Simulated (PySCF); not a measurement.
**BH3Cl− (SMILES [BH3-]Cl) at r2SCAN/STO-6G**

Aim: the vertical ionisation energy of BH3Cl− at r2SCAN/STO-6G, from 2 runs. Input form: a Python script.

The calculation is run with PySCF 2.14.0.

9 further runs of the same task are left out: 1 that didn't finish, 8 set aside as unsound or not needed.

## (1) Starting point

BH3Cl− has 5 atoms, charge -1, and is taken as a singlet. As SMILES, `[BH3-]Cl`. Geometry: relaxed at GFN2-xTB.

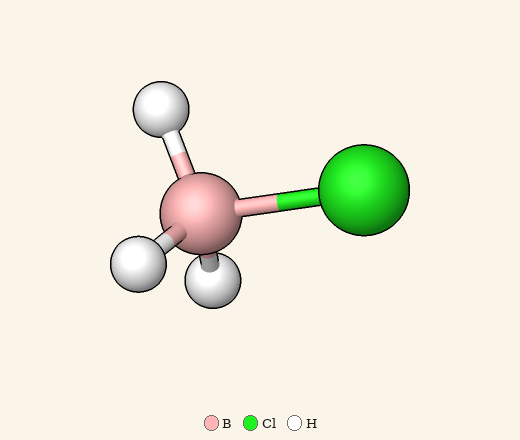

Viewed from a chosen angle; boron pink, chlorine green, hydrogen white.

## (2) A single-point energy at r2SCAN/STO-6G

Contents of calc.py:

```python
# [BH3-]Cl
from pyscf import gto, dft

molecule = gto.M(
    atom='''
B      0.155695    -0.090461     0.256870
Cl    -1.598444     0.938155    -2.639891
H      2.311286    -0.481162    -0.383747
H     -0.869463    -1.986764     1.006714
H      0.000945     1.620232     1.760072
''',
    unit='bohr',
    charge=-1,
    verbose=4,
    max_memory=1860,
    basis='sto-6g',
)

mf = dft.RKS(molecule, xc='r2scan')
mf.grids.level = 5
mf.conv_tol = 1e-10
mf.kernel()
if not mf.converged:
    mf = mf.newton().run(mf.mo_coeff, mf.mo_occ)

energy = mf.e_tot
print('Final energy', energy)
```

Command:

```console
OMP_NUM_THREADS=1 python calc.py
```

Output:

```text
PySCF version 2.14.0

[INPUT] num. atoms = 5
[INPUT] num. electrons = 26
[INPUT] charge = -1
[INPUT] spin (= nelec alpha-beta = 2S) = 0
[INPUT] symmetry False subgroup None
[INPUT] Mole.unit = bohr
[INPUT] Symbol           X                Y                Z      unit          X                Y                Z       unit  Magmom
[INPUT]  1 B      0.082390245854  -0.047869899677   0.135929750169 AA    0.155695000000  -0.090461000000   0.256870000000 Bohr   0.0
[INPUT]  2 Cl    -0.845860137732   0.496450246311  -1.396970156513 AA   -1.598444000000   0.938155000000  -2.639891000000 Bohr   0.0
[INPUT]  3 H      1.223079879118  -0.254619965161  -0.203070167159 AA    2.311286000000  -0.481162000000  -0.383747000000 Bohr   0.0
[INPUT]  4 H     -0.460100005338  -1.051350232276   0.532730106714 AA   -0.869463000000  -1.986764000000   1.006714000000 Bohr   0.0
[INPUT]  5 H      0.000500072464   0.857389850803   0.931389991978 AA    0.000945000000   1.620232000000   1.760072000000 Bohr   0.0

nuclear repulsion = 42.1597446371434
number of shells = 11
number of NR pGTOs = 102
number of NR cGTOs = 17
basis = sto-6g
ecp = {}

******** <class 'pyscf.dft.rks.RKS'> ********
method = RKS
initial guess = minao
damping factor = 0
level_shift factor = 0
DIIS = <class 'pyscf.scf.diis.CDIIS'>
diis_start_cycle = 1
diis_space = 8
diis_damp = 0
SCF conv_tol = 1e-10
SCF conv_tol_grad = None
SCF max_cycles = 50
direct_scf = True
direct_scf_tol = 1e-13
XC library pyscf.dft.libxc version 7.0.0
    S. Lehtola, C. Steigemann, M. J.T. Oliveira, and M. A.L. Marques.,  SoftwareX 7, 1–5 (2018)
XC functionals = r2scan
    J. W. Furness, A. D. Kaplan, J. Ning, J. P. Perdew, and J. Sun.,  J. Phys. Chem. Lett. 11, 8208-8215 (2020)
    J. W. Furness, A. D. Kaplan, J. Ning, J. P. Perdew, and J. Sun.,  J. Phys. Chem. Lett. 11, 9248-9248 (2020)
    J. W. Furness, A. D. Kaplan, J. Ning, J. P. Perdew, and J. Sun.,  J. Phys. Chem. Lett. 11, 8208-8215 (2020)
    J. W. Furness, A. D. Kaplan, J. Ning, J. P. Perdew, and J. Sun.,  J. Phys. Chem. Lett. 11, 9248-9248 (2020)
radial grids:
    Treutler-Ahlrichs [JCP 102, 346 (1995); DOI:10.1063/1.469408] (M4) radial grids

becke partition: Becke, JCP 88, 2547 (1988); DOI:10.1063/1.454033
pruning grids: <function nwchem_prune>
grids dens level: 5
symmetrized grids: False
atomic radii adjust function: <function treutler_atomic_radii_adjust>
small_rho_cutoff = 0
Set gradient conv threshold to 1e-05
Initial guess from minao.
tot grids = 156832
init E= -484.819911160864
  HOMO = -0.319564381594034  LUMO = 0.121167036763521  gap/eV = 11.99291
cycle= 1 E= -485.17975132815  delta_E= -0.36  |g|= 0.101  |ddm|=  2.3
  HOMO = 0.112265216746715  LUMO = 0.546408708367618  gap/eV = 11.81365
cycle= 2 E= -485.183982333189  delta_E= -0.00423  |g|= 0.0411  |ddm|= 0.317
  HOMO = 0.0975943585722751  LUMO = 0.531562065019047  gap/eV = 11.80886
cycle= 3 E= -485.18474767877  delta_E= -0.000765  |g|= 0.00675  |ddm|= 0.0888
  HOMO = 0.0971794402143599  LUMO = 0.53314672568763  gap/eV = 11.86327
cycle= 4 E= -485.184764108234  delta_E= -1.64e-05  |g|= 0.0013  |ddm|= 0.013
  HOMO = 0.0973497185768595  LUMO = 0.532978556627634  gap/eV = 11.85406
cycle= 5 E= -485.184764848852  delta_E= -7.41e-07  |g|= 1.03e-05  |ddm|= 0.00248
  HOMO = 0.0973470186393542  LUMO = 0.532975267390566  gap/eV = 11.85405
cycle= 6 E= -485.184764848906  delta_E= -5.47e-11  |g|= 2.92e-07  |ddm|= 2.02e-05
  HOMO = 0.0973470880415811  LUMO = 0.532975358381122  gap/eV = 11.85405
Extra cycle  E= -485.184764848906  delta_E= 4.55e-13  |g|= 5.27e-08  |ddm|= 7.53e-07
converged SCF energy = -485.184764848906
Final energy -485.18476484890584
```

It took 3.3 s on 1 thread of Arm Neoverse V1, shared host; peak memory 0.19 GiB.

## (3) Doublet neutral BH3Cl at the same level

Contents of job.py:

```python
from pyscf import gto, dft

mol = gto.Mole()
mol.atom = [
    ('B', (0.082390, -0.047870, 0.135930)),
    ('Cl', (-0.845860, 0.496450, -1.396970)),
    ('H', (1.223080, -0.254620, -0.203070)),
    ('H', (-0.460100, -1.051350, 0.532730)),
    ('H', (0.000500, 0.857390, 0.931390)),
]
mol.max_memory = 1860
mol.charge = 0
mol.verbose = 3
mol.basis = 'sto-6g'
mol.spin = 1
mol.build()

mf = dft.UKS(mol)
mf.xc = 'r2scan'
mf.conv_tol = 1e-10
mf.grids.level = 5
mf.kernel()
if not mf.converged:
    mf = mf.newton().run(mf.mo_coeff, mf.mo_occ)

energy = mf.e_tot
print(f'total energy: {energy:.8f} hartree')
```

Command:

```console
OMP_NUM_THREADS=1 python job.py
```

Output:

```text
WARN: HOMO -0.319564403892538 >= LUMO -0.319564403892537

WARN: HOMO -0.223915950358283 >= LUMO -0.223299177836208

WARN: HOMO -0.225366592173544 >= LUMO -0.224707387275205

WARN: HOMO -0.225316629243719 >= LUMO -0.224637065200378

WARN: HOMO -0.224851287902732 >= LUMO -0.224723494562758

WARN: HOMO -0.224881892362784 >= LUMO -0.224750151013914

WARN: HOMO -0.225447260217974 >= LUMO -0.224801705339815

WARN: HOMO -0.2253053319927 >= LUMO -0.224804432874638

converged SCF energy = -485.117618030593  <S^2> = 0.75196951  2S+1 = 2.0019685
total energy: -485.11761803 hartree
```

It took 11 s on 1 thread of Arm Neoverse V1, shared host; peak memory 0.21 GiB.

## (4) Outcome

Level: r2SCAN/STO-6G.

| quantity | value |
| --- | --- |
| singlet BH3Cl−: total energy | -485.18476 Eh |
| singlet BH3Cl−: HOMO energy | 2.65 eV |
| singlet BH3Cl−: LUMO energy | 14.50 eV |
| singlet BH3Cl−: HOMO–LUMO gap (to an unbound level, set by the basis) | 11.85 eV |
| doublet neutral BH3Cl: total energy | -485.11762 Eh |
| doublet neutral BH3Cl: dipole moment | 0.46 D |
| doublet neutral BH3Cl: HOMO energy (highest over α and β) | -6.13 eV |
| doublet neutral BH3Cl: LUMO energy (lowest over α and β) | -6.10 eV |
| doublet neutral BH3Cl: ⟨S²⟩ | 0.752 |
| vertical detachment energy (to the doublet neutral) | 1.827 eV |

Removing an electron at fixed nuclei costs 1.83 eV (176 kJ/mol). −ε(HOMO) before ionisation, -2.65 eV, is 4.48 eV below this ionisation energy. In a minimal basis such a difference can be off by several eV, whatever the method. Mulliken charges (singlet BH3Cl−) run from -0.48 on Cl2 to -0.06 on B1. The HOMO (singlet BH3Cl−) lies at positive energy, 2.65 eV, as semi-local functionals often give for anions; only total energies tell whether the electron is bound.
